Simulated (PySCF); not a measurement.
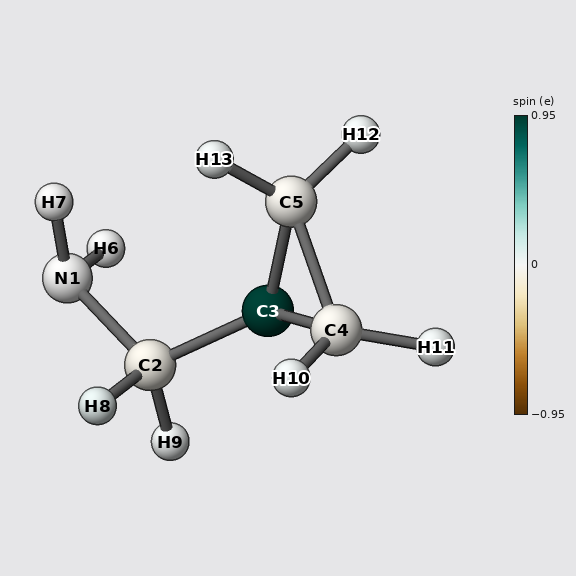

Atoms are coloured by their Mulliken spin populations. State: neutral, doublet. Computed geometry: GFN2-xTB optimisation. No frequency run is at hand to confirm it as a minimum. Method: UKS B3LYP, pcH-1 on C H N, non-relativistic (PySCF 2.14.0).

Question: Which atom carries the largest spin population?

Answer: C3 (0.92 e).

Question: Which atom has the lowest spin population?

Answer: C2 (−0.05 e); a negative value comes from spin polarisation.

Give the Mulliken spin populations atom by atom.

| atom | value (e) |
| --- | --- |
| N1 | 0.00 |
| C2 | −0.05 |
| C3 | 0.92 |
| C4 | −0.03 |
| C5 | −0.03 |
| H6 | 0.00 |
| H7 | 0.00 |
| H8 | 0.06 |
| H9 | 0.02 |
| H10 | 0.03 |
| H11 | 0.03 |
| H12 | 0.03 |
| H13 | 0.03 |

Mulliken values depend strongly on the basis set.
